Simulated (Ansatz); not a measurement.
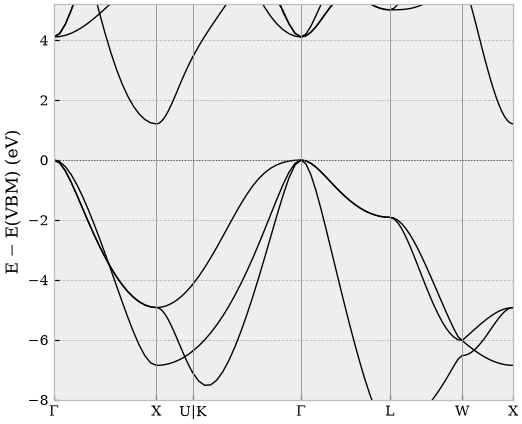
Fig. 1. Band structure from LDA in the plane-wave PAW code Ansatz

Read off the gap and where the band edges lie.

About 1.2 eV (1.20 eV by a search for the band edges); maximum at Γ, minimum at X.

The material is Be$_{2}$C (fluorite or antifluorite type, Fm-3m).

Symmetry was held in the LDA relaxation; phonons on a q-mesh show no instability.

Potentials: the later of the program's two PAW sets.
